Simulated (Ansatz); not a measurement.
**doublet [C4H6O2]+: levels of theory compared**

Wanted: a comparison of 6 runs (UHF/3-21G, U-revPBE/6-31G*, UBLYP/6-31G*, UHSE06/6-31G*, USVWN5/6-31G*, UCCSD/6-31G*) of doublet [C4H6O2]+. 

The calculation is run with Ansatz 0.2.0.

54 further runs of the same task are left out: 54 set aside as unsound or not needed.

## Step 1: The system as given

[C4H6O2]+: 12 atoms, total charge +1, spin state doublet. As SMILES of the parent species, `C=CC(=O)OC`. The coordinates come from a PBE0-D4/def2-TZVP relaxation. This is one conformer, not always the lowest. That shape belongs to the parent species and isn't relaxed for this state.

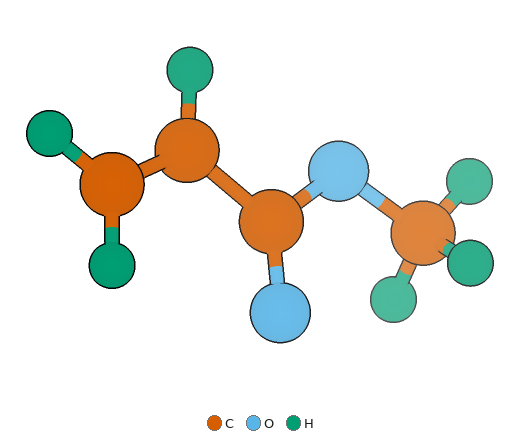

Viewed from a chosen angle; carbon orange, oxygen blue, hydrogen teal.

## Step 2: The energy at UHF/3-21G (run 1)

Contents of input.yaml:

```yaml
crystal:
  periodic: [false, false, false]
  atoms:
    - {symbol: C, position_ang: [-2.188400, 1.173500, 0.033200]}
    - {symbol: C, position_ang: [-0.898000, 1.068600, 0.317400]}
    - {symbol: C, position_ang: [-0.132300, -0.126500, -0.095900]}
    - {symbol: O, position_ang: [-0.573100, -1.071600, -0.696400]}
    - {symbol: O, position_ang: [1.147600, -0.025700, 0.290700]}
    - {symbol: C, position_ang: [1.973000, -1.129800, -0.060300]}
    - {symbol: H, position_ang: [-2.692500, 0.379400, -0.506600]}
    - {symbol: H, position_ang: [-2.765600, 2.041400, 0.327700]}
    - {symbol: H, position_ang: [-0.356100, 1.838200, 0.854600]}
    - {symbol: H, position_ang: [1.998300, -1.261200, -1.143100]}
    - {symbol: H, position_ang: [2.964900, -0.893300, 0.318300]}
    - {symbol: H, position_ang: [1.599100, -2.048400, 0.394500]}
basis:
  gaussian:
    orbitals: 3-21G.json
total_charge: 1
magnetization:
  spin_polarized: true
  initial_magnetization: 1
hamiltonian:
  xc: hf
accuracy: high
output: {orbitals: {seedname: orbitals}}
```

The basis set 3-21G is read from a file made from the Basis Set Exchange's data (not shown).

Run with:

```console
$ ansatz run input.yaml --threads 1 --pin off --max-ram 3480MiB --events-out events.jsonl --progress --plain --runs-dir runs
```

What it wrote:

```text
Warning: RAYON_NUM_THREADS=1 ignored (pool sized by the plan → 1); use --threads N
Functional definition: HF
  name "HF"
  exchange = exact_x
  correlation = 0
1560 factors; integrals over basis functions are off by at most 1.0e-8 eV
mean field evaluation 1: about -8229.2833 eV, gradient 3.4e1 eV
mean field evaluation 2: about -8229.8276 eV, gradient 3.4e1 eV
mean field evaluation 4: about -8234.7809 eV, gradient 3.6e0 eV
mean field evaluation 8: about -8234.9567 eV, gradient 9.0e-1 eV
mean field evaluation 16: about -8235.1159 eV, gradient 5.6e-1 eV
mean field evaluation 32: about -8230.6106 eV, gradient 1.8e1 eV
mean field evaluation 64: about -8234.7942 eV, gradient 3.3e0 eV
mean field evaluation 96: about -8234.9037 eV, gradient 1.0e0 eV
mean field evaluation 128: about -8234.5589 eV, gradient 2.0e0 eV
mean field evaluation 160: about -8228.8472 eV, gradient 2.8e1 eV
mean field evaluation 192: about -8235.4531 eV, gradient 8.7e-1 eV
mean field evaluation 224: about -8235.4203 eV, gradient 6.5e-1 eV
mean field evaluation 256: about -8235.5220 eV, gradient 3.6e-1 eV
mean field evaluation 288: about -8234.9324 eV, gradient 4.7e-1 eV
mean field -8235.52737717 eV, -302.6500488702 hartree, gradient 6.5e-8 eV, S^2 0.787988; 4 other end points of the search recorded, 0 dependent functions left out
reference -8235.52737717 eV, -302.6500488702 hartree; 23, 22 occupied and 43, 44 virtual orbitals, 1560 factors
Total energy: -8235.52737717 eV, -302.6500488702 hartree
```

It took 5.7 s on 1 thread of Intel Xeon 6975P-C (Granite Rapids), shared host; peak memory 0.23 GiB.

## Step 3: The energy at U-revPBE/6-31G(d) (spherical functions) (run 2)

Contents of molecule.yaml:

```yaml
crystal:
  periodic: [false, false, false]
  atoms:
    - {symbol: C, position_ang: [-2.188400, 1.173500, 0.033200]}
    - {symbol: C, position_ang: [-0.898000, 1.068600, 0.317400]}
    - {symbol: C, position_ang: [-0.132300, -0.126500, -0.095900]}
    - {symbol: O, position_ang: [-0.573100, -1.071600, -0.696400]}
    - {symbol: O, position_ang: [1.147600, -0.025700, 0.290700]}
    - {symbol: C, position_ang: [1.973000, -1.129800, -0.060300]}
    - {symbol: H, position_ang: [-2.692500, 0.379400, -0.506600]}
    - {symbol: H, position_ang: [-2.765600, 2.041400, 0.327700]}
    - {symbol: H, position_ang: [-0.356100, 1.838200, 0.854600]}
    - {symbol: H, position_ang: [1.998300, -1.261200, -1.143100]}
    - {symbol: H, position_ang: [2.964900, -0.893300, 0.318300]}
    - {symbol: H, position_ang: [1.599100, -2.048400, 0.394500]}
basis:
  gaussian:
    orbitals: 6-31G_st_-spherical.json
total_charge: 1
magnetization:
  spin_polarized: true
  initial_magnetization: 1
hamiltonian:
  xc: {name: revPBE}
accuracy: high
output: {orbitals: {seedname: orbitals}}
```

The basis set 6-31G* is read from a file made from the Basis Set Exchange's data (not shown).

Run with:

```console
$ ansatz run molecule.yaml --threads 1 --pin off --max-ram 3480MiB --events-out events.jsonl --progress --plain --runs-dir runs
```

What it wrote:

```text
Warning: RAYON_NUM_THREADS=1 ignored (pool sized by the plan → 1); use --threads N
Functional definition: revPBE
  name "revPBE"
  parameter kappa = 1.245
  parameter beta = 0.06672455060314922
  exchange = pbe_x(kappa = kappa, mu = beta*pi^2/3)
  correlation = pbe_c(beta = beta)
2347 factors; integrals over basis functions are off by at most 5.1e-9 eV
mean field evaluation 1: about -8314.1659 eV, gradient 5.4e1 eV
mean field evaluation 2: about -8225.9665 eV, gradient 1.2e2 eV
mean field evaluation 4: about -8325.6354 eV, gradient 1.4e1 eV
mean field evaluation 8: about -8325.6353 eV, gradient 1.4e1 eV
mean field evaluation 16: about -8327.1007 eV, gradient 2.9e-1 eV
mean field evaluation 32: about -8326.9019 eV, gradient 3.1e0 eV
mean field -8327.10175101 eV, -306.0153450374 hartree, gradient 2.4e-8 eV, S^2 0.752632; 7 other end points of the search recorded, 0 dependent functions left out
reference -8327.10175418 eV, -306.0153451539 hartree; 23, 22 occupied and 73, 74 virtual orbitals, 2347 factors
Total energy: -8327.10175418 eV, -306.0153451539 hartree
```

Wall time 18 s (1 thread of Intel Xeon 6975P-C (Granite Rapids), shared host); peak memory 0.37 GiB.

Run 3 isn't shown in full; the table further down has it.

## Step 4: A single-point energy at UHSE06/6-31G(d) (spherical functions) (run 4)

Contents of in.yaml:

```yaml
crystal:
  periodic: [false, false, false]
  atoms:
    - {symbol: C, position_ang: [-2.188400, 1.173500, 0.033200]}
    - {symbol: C, position_ang: [-0.898000, 1.068600, 0.317400]}
    - {symbol: C, position_ang: [-0.132300, -0.126500, -0.095900]}
    - {symbol: O, position_ang: [-0.573100, -1.071600, -0.696400]}
    - {symbol: O, position_ang: [1.147600, -0.025700, 0.290700]}
    - {symbol: C, position_ang: [1.973000, -1.129800, -0.060300]}
    - {symbol: H, position_ang: [-2.692500, 0.379400, -0.506600]}
    - {symbol: H, position_ang: [-2.765600, 2.041400, 0.327700]}
    - {symbol: H, position_ang: [-0.356100, 1.838200, 0.854600]}
    - {symbol: H, position_ang: [1.998300, -1.261200, -1.143100]}
    - {symbol: H, position_ang: [2.964900, -0.893300, 0.318300]}
    - {symbol: H, position_ang: [1.599100, -2.048400, 0.394500]}
basis:
  gaussian:
    orbitals: 6-31G_st_-spherical.json
hamiltonian:
  xc: {name: HSE06}
total_charge: 1
output:
  orbitals: {seedname: orbitals}
accuracy: high
magnetization:
  spin_polarized: true
  initial_magnetization: 1
```

The basis set 6-31G* is read from a file made from the Basis Set Exchange's data (not shown).

Run with:

```console
$ ansatz run in.yaml --threads 1 --pin off --max-ram 3480MiB --events-out events.jsonl --progress --plain --runs-dir runs
```

What it wrote:

```text
Warning: RAYON_NUM_THREADS=1 ignored (pool sized by the plan → 1); use --threads N
Functional definition: HSE06
  name "HSE06"
  parameter a = 0.25
  parameter omega = 0.11/bohr
  exchange = pbe_x - a*pbe_x_sr(omega) + a*exact_x_sr(omega)
  correlation = pbe_c
2347 factors; integrals over basis functions are off by at most 5.1e-9 eV
108 factors; integrals over basis functions are off by at most 1.4e-9 eV
mean field evaluation 1: about -8309.3391 eV, gradient 4.8e1 eV
mean field evaluation 2: about -8260.3116 eV, gradient 9.8e1 eV
mean field evaluation 4: about -8317.7198 eV, gradient 1.3e1 eV
mean field evaluation 8: about -8318.6175 eV, gradient 1.4e0 eV
mean field evaluation 16: about -8319.0223 eV, gradient 1.1e0 eV
mean field evaluation 32: about -8319.2495 eV, gradient 5.0e-8 eV
mean field evaluation 64: about -8318.8628 eV, gradient 4.1e0 eV
mean field -8319.24946067 eV, -305.7267786899 hartree, gradient 5.0e-8 eV, S^2 0.760327; 6 other end points of the search recorded, 0 dependent functions left out
reference -8319.24946325 eV, -305.7267787847 hartree; 23, 22 occupied and 73, 74 virtual orbitals, 2347 factors
Total energy: -8319.24946325 eV, -305.7267787847 hartree
```

It took 27 s on 1 thread of Intel Xeon 6975P-C (Granite Rapids), shared host; peak memory 0.54 GiB.

Run 5 isn't shown in full; the table further down has it.

## Step 5: The energy at UCCSD/6-31G(d) (spherical functions) (run 6)

Changes to in.yaml since step 4:

```diff
@@ -18,8 +18,3 @@
     orbitals: 6-31G_st_-spherical.json
-hamiltonian:
-  xc: {name: HSE06}
 total_charge: 1
-output:
-  orbitals: {seedname: orbitals}
-accuracy: high
 magnetization:
@@ -27 +22,7 @@
   initial_magnetization: 1
+correlation:
+  method: ccsd
+  frozen_orbitals: {C: 1, H: 0, O: 1}
+accuracy: high
+scf:
+  omitted_lower_state_checks: [cluster_reference, increment]
```

The basis set 6-31G* is read from a file made from the Basis Set Exchange's data (not shown).

Run with:

```console
$ ansatz run in.yaml --threads 1 --pin off --max-ram 3480MiB --events-out events.jsonl --progress --plain --runs-dir runs
```

What it wrote, cut to the lines that bear on the results:

```text
Warning: RAYON_NUM_THREADS=1 ignored (pool sized by the plan → 1); use --threads N
Functional definition: HF
  name "HF"
[...]
2347 factors; integrals over basis functions are off by at most 5.1e-9 eV
[...]
mean field -8281.75333913 eV, -304.3488216388 hartree, gradient 2.6e-8 eV, S^2 0.791555; 13 other end points of the search recorded, 0 dependent functions left out
6 core orbitals not correlated: weight in the atoms' cores, before any rotation towards them, 1.000 or more for the frozen orbitals, at most 0.000 for the correlated occupied ones
reference -8281.75333913 eV, -304.3488216388 hartree; 17, 16 occupied and 73, 74 virtual orbitals, 2347 factors
second order -21.42657016 eV of doubles, -0.00000000 eV of singles
cycle   1  -22.01284145 eV  change   -5.9e-1 eV  update   1.4e-1
[...]
cycle  39  -22.99838659 eV  change   4.4e-10 eV  update   3.9e-9
Total energy: -8304.75172572 eV, -305.1939967573 hartree
Checks for a lower state left out: cluster_reference, increment
```

Run time: 1.9 min. Hardware: 1 thread of Intel Xeon 6975P-C (Granite Rapids), shared host; peak memory 1.6 GiB.

## Step 6: All runs side by side

| run | level | frozen core orbitals | energy (Eh) | HOMO energy (eV) | LUMO energy (eV) | ⟨S²⟩ | wall time |
| --- | --- | --- | --- | --- | --- | --- | --- |
| 1 | UHF/3-21G | – | -302.650049 | -16.72 | -6.24 | 0.788 | 5.7 s |
| 2 | U-revPBE/6-31G* (spherical functions) | – | -306.015345 | -12.96 | -12.90 | 0.753 | 18 s |
| 3 | UBLYP/6-31G* (spherical functions) | – | -306.007667 | -12.85 | -12.79 | 0.752 | 17 s |
| 4 | UHSE06/6-31G* (spherical functions) | – | -305.726779 | -13.72 | -12.73 | 0.760 | 27 s |
| 5 | USVWN5/6-31G* (spherical functions) | – | -303.569014 | -13.20 | -13.19 | 0.751 | 8.4 s |
| 6 | UCCSD/6-31G* (spherical functions) | 6 | -305.193997 | – | – | 0.792 | 1.9 min |

## Step 7: Outcome

| quantity | value |
| --- | --- |
| run 6: total energy | -305.19400 Eh |
| run 6: correlation energy (6 core orbitals frozen) | -845.2 mEh |
| run 6: ⟨S²⟩ of the reference determinant | 0.792 |
| run 6: T1 diagnostic | 0.027 |

**Reading.** Totals of different functionals can't be ranked against each other. All runs together took 3.1 min, the longest 1.9 min.
